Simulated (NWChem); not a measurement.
# One shape, several levels: BBrCl2 (bromodichloroborane)

Wanted: a comparison of 4 runs (HF/def2-SVP, PBE0/3-21G, PBE0/def2-SVP, wB97X/def2-TZVP) of BBrCl2 (bromodichloroborane). 

The calculation is run with NWChem 7.3.0.

**1. The structure to begin with**

BBrCl2 has 4 atoms, charge 0, and is taken as a singlet. SMILES: `ClB(Cl)Br`. The shape is that of a PBE0-D4/def2-TZVP optimisation.

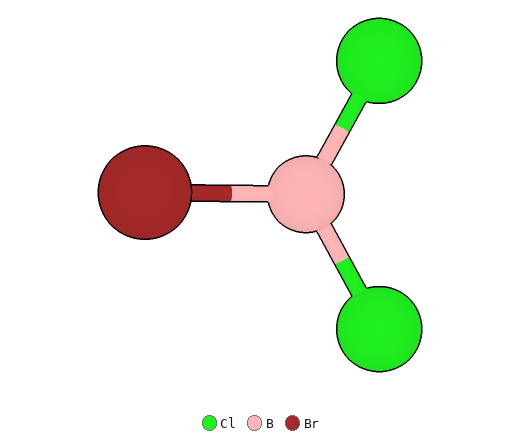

Viewed from a chosen angle; chlorine green, boron pink, bromine red.

**2. Energy and forces at HF/def2-SVP (run 1)**

File run.py:

```python
from ase import Atoms
from ase.calculators.nwchem import NWChem

system = Atoms(['Cl', 'B', 'Cl', 'Br'], positions=[
    [0.582100, 0.666000, 1.510800],
    [0.037200, -0.038100, 0.022100],
    [0.444300, -1.679200, -0.365600],
    [-1.008100, 0.991100, -1.187600],
])

calc = NWChem(
    label='job',
    theory='scf',
    memory='2200 mb',
    basis='def2-SVP',
    basispar='spherical bse',
    scf={'nopen': '0', 'rhf': None, 'thresh': '1e-08', 'maxiter': '80'},
)
system.calc = calc

forces = system.get_forces()
e = system.get_potential_energy()
print(f"E = {e:.6f} eV")
print("forces (eV/A):")
for s, f in zip(system.symbols, forces):
    print(f"{s:2s} {f[0]:10.5f} {f[1]:10.5f} {f[2]:10.5f}")
print("dipole (e A):", system.get_dipole_moment().round(4))
```

Launch:

```
export ASE_NWCHEM_COMMAND="nwchem PREFIX.nwi > PREFIX.nwo"
python run.py
```

The log of the run:

```text
E = -95664.258391 eV
forces (eV/A):
Cl    0.12562    0.14090    0.32926
B    -0.04895    0.04762   -0.05950
Cl    0.09575   -0.35800   -0.07091
Br   -0.17242    0.16954   -0.19890
dipole (e A): [ 0.0133 -0.013   0.0155]
```

The calculator wrote job.nwi:

```
title "job"

permanent_dir job

scratch_dir job

start job

geometry units angstrom nocenter noautosym noautoz
  Cl 5.8209999999999995e-01 6.6600000000000004e-01 1.5107999999999999e+00
  B  3.7199999999999997e-02 -3.8100000000000002e-02 2.2100000000000002e-02
  Cl 4.4429999999999997e-01 -1.6792000000000000e+00 -3.6559999999999998e-01
  Br -1.0081000000000000e+00 9.9109999999999998e-01 -1.1876000000000000e+00
end

memory 2200 mb

basis spherical bse noprint
   * library def2-SVP
end

scf
  nopen 0
  rhf
  thresh 1e-08
  maxiter 80
end

task scf gradient
```

job.nwo:

```text
Northwest Computational Chemistry Package (NWChem) 7.3.0
             --------------------------------------------------------

           Job information
           ---------------

    nwchem branch   = 7.3.0
    use scalapack   = T
    input           = job.nwi
    prefix          = job.
    data base       = job/job.db
    status          = startup
    nproc           =        1

           Memory information
           ------------------

[... 5 lines left out ...]
    hardfail = no
[... 120 lines left out ...]
         Quadratically convergent ROHF
[... 14 lines left out ...]
       Final RHF  results
[... 4 lines left out ...]
      Two-electron energy =   1719.017997312296
[... 56 lines left out ...]
                       ROHF Final Molecular Orbital Analysis
[... 224 lines left out ...]
                 ----------------------------------------
                 |  Time  |  1-e(secs)   |  2-e(secs)   |
                 ----------------------------------------
                 |  CPU   |       0.01   |       5.65   |
                 ----------------------------------------
                 |  WALL  |       0.01   |       5.65   |
                 ----------------------------------------

 Task  times  cpu:       26.8s     wall:       26.8s
 Total times  cpu:       26.8s     wall:       26.8s
```

It took 28 s on 1 thread of Intel Xeon Platinum 8259CL at 2.50GHz (Skylake/Cascade Lake), shared host; peak memory 0.1 GiB.

**3. Energy and forces at PBE0/3-21G (run 2)**

File input.nw:

```
start input
memory total 2200 mb
geometry units angstroms noautosym nocenter noautoz
Cl       0.582100       0.666000       1.510800
B        0.037200      -0.038100       0.022100
Cl       0.444300      -1.679200      -0.365600
Br      -1.008100       0.991100      -1.187600
end
basis "ao basis" spherical bse
* library 3-21G
end
dft
xc pbe0
grid xfine
convergence energy 1e-08
iterations 100
mulliken
end
task dft gradient
```

Launch:

```
nwchem input.nw > input.out
```

The log of the run:

```text
[...]
          Wavefunction type:  closed shell.
          No. of atoms     :     4
          No. of electrons :    74
[...]
          Charge           :     0
          Spin multiplicity:     1
[...]
          AO basis - number of functions:    57
[...]
              XC Information
              --------------
                         PBE0 Method XC Functional
                     Hartree-Fock (Exact) Exchange  0.250
          PerdewBurkeErnzerhof Exchange Functional  0.750
            Perdew 1991 LDA Correlation Functional  1.000 local
           PerdewBurkeErnz. Correlation Functional  1.000 non-local
[...]
 d= 0,ls=0.0,diis     1  -3501.8018620673 -3.85D+03  3.68D-02  7.41D-01     2.0
[...]
 d= 0,ls=0.0,diis     8  -3501.9159886836 -2.48D-10  4.38D-07  1.13D-10     9.7
         Total DFT energy =    -3501.915988683577
      One electron energy =    -5569.236389368712
           Coulomb energy =     1867.184350518686
    Exchange-Corr. energy =     -151.273204406632
 Nuclear repulsion energy =      351.409254573081
[...]
  wavefunction    = closed shell
                         DFT ENERGY GRADIENTS
    atom               coordinates                        gradient
                 x          y          z           x          y          z
   1 Cl      1.100009   1.258558   2.854998   -0.005349  -0.007306  -0.014904
   2 B       0.070298  -0.071999   0.041763    0.005968  -0.005866   0.006955
   3 Cl      0.839605  -3.173228  -0.690884   -0.003944   0.016440   0.004113
   4 Br     -1.905033   1.872907  -2.244239    0.003326  -0.003269   0.003836
[...]
```

Wall time 14 s (1 thread of Intel Xeon Platinum 8259CL at 2.50GHz (Skylake/Cascade Lake), shared host); peak memory 0.12 GiB.

**4. Energy and gradient at PBE0/def2-SVP (run 3)**

File bbrcl2.nw:

```
echo
START bbrcl2
memory 2200 mb

GEOMETRY units angstrom noautosym nocenter noautoz
  Cl     0.582100     0.666000     1.510800
  B      0.037200    -0.038100     0.022100
  Cl     0.444300    -1.679200    -0.365600
  Br    -1.008100     0.991100    -1.187600
END

BASIS spherical bse
  Cl library def2-SVP
  B library def2-SVP
  Br library def2-SVP
END

DFT
  xc pbe0
  grid xfine
  convergence energy 1e-08
  maxiter 100
  mulliken
END

TASK dft gradient
```

Launch:

```
nwchem bbrcl2.nw > bbrcl2.out
```

The log of the run:

```text
[...]
          Wavefunction type:  closed shell.
          No. of atoms     :     4
          No. of electrons :    74
[...]
          Charge           :     0
          Spin multiplicity:     1
[...]
          AO basis - number of functions:    82
[...]
              XC Information
              --------------
                         PBE0 Method XC Functional
                     Hartree-Fock (Exact) Exchange  0.250
          PerdewBurkeErnzerhof Exchange Functional  0.750
            Perdew 1991 LDA Correlation Functional  1.000 local
           PerdewBurkeErnz. Correlation Functional  1.000 non-local
[...]
 d= 0,ls=0.0,diis     1  -3518.1895272614 -3.87D+03  1.58D-02  6.54D-01     4.1
[...]
 d= 0,ls=0.0,diis     8  -3518.2752307485 -1.73D-09  2.51D-06  4.48D-08    19.7
         Total DFT energy =    -3518.275230748522
      One electron energy =    -5586.076710009278
           Coulomb energy =     1867.712448086399
    Exchange-Corr. energy =     -151.320223398724
 Nuclear repulsion energy =      351.409254573081
[...]
  wavefunction    = closed shell
                         DFT ENERGY GRADIENTS
    atom               coordinates                        gradient
                 x          y          z           x          y          z
   1 Cl      1.100009   1.258558   2.854998   -0.001149  -0.001243  -0.002987
   2 B       0.070298  -0.071999   0.041763    0.001533  -0.001498   0.001824
   3 Cl      0.839605  -3.173228  -0.690884   -0.000877   0.003222   0.000603
   4 Br     -1.905033   1.872907  -2.244239    0.000493  -0.000481   0.000560
[...]
```

Wall time 29 s (1 thread of Intel Xeon Platinum 8259CL at 2.50GHz (Skylake/Cascade Lake), shared host); peak memory 0.13 GiB.

**5. Energy and gradient at wB97X/def2-TZVP (run 4)**

File bbrcl2.nw:

```
echo
start bbrcl2
memory 2200 mb

geometry units angstrom noautosym nocenter noautoz
   Cl     0.582100     0.666000     1.510800
   B      0.037200    -0.038100     0.022100
   Cl     0.444300    -1.679200    -0.365600
   Br    -1.008100     0.991100    -1.187600
end

basis spherical bse
   Cl library def2-TZVP
   B library def2-TZVP
   Br library def2-TZVP
end

dft
   xc wb97x
   grid fine
   convergence energy 1e-08
   iterations 100
   mulliken
   print medium
end

task dft gradient
```

Launch:

```
nwchem bbrcl2.nw > bbrcl2.out
```

The log of the run:

```text
[...]
          Wavefunction type:  closed shell.
          No. of atoms     :     4
          No. of electrons :    74
[...]
          Charge           :     0
          Spin multiplicity:     1
[...]
          AO basis - number of functions:   153
[...]
              XC Information
              --------------
                       wb97x  Method XC Functional
                     Hartree-Fock (Exact) Exchange  1.000
                         wb97x Exchange Functional  1.000
                      wb97x Correlation Functional  1.000
[...]
 d= 0,ls=0.0,diis     1  -3519.4888676003 -3.87D+03  4.39D-03  1.57D+00    41.9
[...]
 d= 0,ls=0.0,diis     9  -3519.5761716068 -3.22D-09  4.68D-07  1.44D-09   450.2
         Total DFT energy =    -3519.576171606826
      One electron energy =    -5586.787277709776
           Coulomb energy =     1867.788242060135
    Exchange-Corr. energy =     -151.986390530265
 Nuclear repulsion energy =      351.409254573081
[...]
  wavefunction    = closed shell
[...]
                         DFT ENERGY GRADIENTS
    atom               coordinates                        gradient
                 x          y          z           x          y          z
   1 Cl      1.100009   1.258558   2.854998   -0.000491  -0.000422  -0.001210
   2 B       0.070298  -0.071999   0.041763    0.000586  -0.000568   0.000729
   3 Cl      0.839605  -3.173228  -0.690884   -0.000382   0.001269   0.000160
   4 Br     -1.905033   1.872907  -2.244239    0.000287  -0.000278   0.000321
[...]
```

Wall time 14 min (1 thread of Intel Xeon Platinum 8259CL at 2.50GHz (Skylake/Cascade Lake), shared host); peak memory 0.15 GiB.

**6. All runs side by side**

```csv
run,level,iteration cap,module,energy (Eh),dipole moment (D),HOMO energy (eV),LUMO energy (eV),wall time
1,HF/def2-SVP,80,scf,-3515.596681,0.12,-11.62,2.20,28 s
2,PBE0/3-21G,100,dft,-3501.915989,0.61,-8.73,-1.97,14 s
3,PBE0/def2-SVP,100,dft,-3518.275231,0.08,-8.53,-1.57,29 s
4,wB97X/def2-TZVP,100,dft,-3519.576172,0.05,-11.03,0.41,14 min
```

**7. Summary of results**

| quantity | value |
| --- | --- |
| run 4: total energy | -3519.57617 Eh |
| run 4: dipole moment | 0.05 D |
| run 4: HOMO energy | -11.03 eV |
| run 4: LUMO energy | 0.41 eV |
| run 4: HOMO–LUMO gap | 11.44 eV |
| run 4: largest force on an atom | 0.071 eV/Å |

The dipole moment (its size) runs from 0.05 D (wB97X/def2-TZVP) to 0.61 D (PBE0/3-21G). The two ends differ in method and basis. The two dipoles point in opposite directions. The HOMO–LUMO gap runs from 6.76 eV (PBE0/3-21G) to 13.82 eV (HF/def2-SVP). Totals of different functionals can't be ranked against each other. All runs together took 15 min, the longest 14 min.
